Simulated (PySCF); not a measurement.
**CCSD(T)/aug-cc-pVTZ run of AlCl (aluminium monochloride)**

What is the vertical singlet–triplet gap of AlCl (aluminium monochloride) at CCSD(T)/aug-cc-pVTZ? 

The calculation is run with PySCF 2.14.0.

1 further run of the same task is left out (set aside as unsound or not needed). Runs told in other sessions of the task aren't counted.

## Step 1: The system as given

AlCl: 2 atoms, total charge 0, spin state singlet. SMILES: `[Al][Cl]`. The bond length is the measured one.

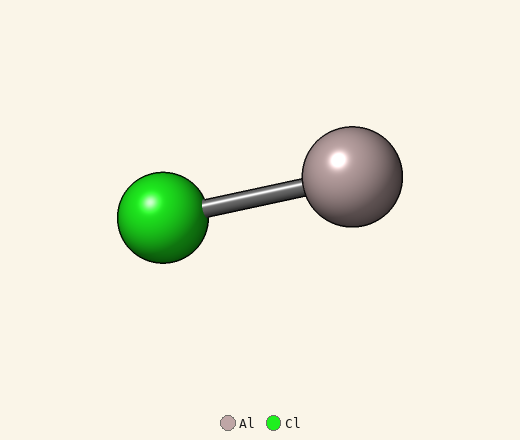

Viewed from a chosen angle; aluminium light grey, chlorine green.

## Step 2: The energy at CCSD(T)/aug-cc-pVTZ

geometry.xyz reads:

```xyz
2
AlCl
Al     0.000000     0.000000     0.000000
Cl     0.000000     0.000000     2.130113
```

input.py reads:

```python
# aluminium monochloride
from pyscf import gto, cc

molecule = gto.M(
    atom='geometry.xyz',
    charge=0,
    max_memory=1860,
    basis='aug-cc-pvtz',
    verbose=3,
)

mf = molecule.RHF()
mf.conv_tol = 1e-10
mf.kernel()
if not mf.converged:
    mf = mf.newton().run(mf.mo_coeff, mf.mo_occ)

mycc = cc.CCSD(mf, frozen=10)
mycc.kernel()
e_t = mycc.ccsd_t()
energy = mycc.e_tot + e_t
print(f'total energy: {energy:.8f} hartree')
```

Launch:

```bash
OMP_NUM_THREADS=1 python input.py
```

The log of the run:

```text
converged SCF energy = -701.511130148474
E(CCSD) = -701.7824934855718  E_corr = -0.2713633370977591
CCSD(T) correction = -0.0117734422815734
total energy: -701.79426693 hartree
```

Run time: 15 s. Hardware: 1 thread of Arm Neoverse V2, shared host; peak memory 0.52 GiB.

## Step 3: The triplet at the same level

job.py reads:

```python
from pyscf import gto, cc

mol = gto.M(
    atom='''
Al       0.000000       0.000000       0.000000
Cl       0.000000       0.000000       2.130113
''',
    max_memory=1860,
    verbose=3,
    spin=2,
    basis='aug-cc-pvtz',
)

calc0 = mol.UHF()
calc0.conv_tol = 1e-10
calc0.kernel()
if not calc0.converged:
    calc0 = calc0.newton().run(calc0.mo_coeff, calc0.mo_occ)

mycc = cc.CCSD(calc0, frozen=10)
mycc.kernel()
e_t = mycc.ccsd_t()
energy = mycc.e_tot + e_t
print('Final energy', energy)
```

Launch:

```bash
OMP_NUM_THREADS=1 python job.py
```

The log of the run:

```text
WARN: HOMO 0.00908681322293723 >= LUMO -0.252100452324378

converged SCF energy = -701.433896398504  <S^2> = 2.0028049  2S+1 = 3.0018693
E(UCCSD) = -701.674672896087  E_corr = -0.2407764975832498
UCCSD(T) correction = -0.0109191245578257
Final energy -701.6855920206449
```

Run time: 65 s. Hardware: 1 thread of Arm Neoverse V2, shared host; peak memory 3.1 GiB.

## Step 4: Results

At CCSD(T)/aug-cc-pVTZ, 10 core orbitals frozen:

| quantity | value |
| --- | --- |
| singlet: total energy | -701.79427 Eh |
| singlet: dipole moment (Hartree–Fock density) | 1.48 D |
| singlet: HOMO energy (Hartree–Fock orbitals) | -8.98 eV |
| singlet: LUMO energy (Hartree–Fock orbitals) | 0.47 eV |
| singlet: HOMO–LUMO gap (Hartree–Fock orbitals) | 9.46 eV |
| singlet: correlation energy (10 core orbitals frozen) | -283.1 mEh |
| singlet: (T) correction | -11.77 mEh |
| singlet: T1 diagnostic | 0.012 |
| triplet: total energy | -701.68559 Eh |
| triplet: dipole moment (Hartree–Fock density) | 2.02 D |
| triplet: HOMO energy (Hartree–Fock orbitals) (highest over α and β) | -6.73 eV |
| triplet: LUMO energy (Hartree–Fock orbitals) (lowest over α and β) | -0.88 eV |
| triplet: correlation energy (10 core orbitals frozen) | -251.7 mEh |
| triplet: (T) correction | -10.92 mEh |
| triplet: ⟨S²⟩ of the reference determinant | 2.003 |
| triplet: T1 diagnostic | 0.015 |
| vertical energy of the triplet above the singlet | 2.957 eV |

What this shows: At this shape the triplet lies 2.96 eV (68 kcal/mol) above the singlet. The triples (singlet) make up 4.2 % of the correlation energy. The triples (triplet) make up 4.3 % of the correlation energy.
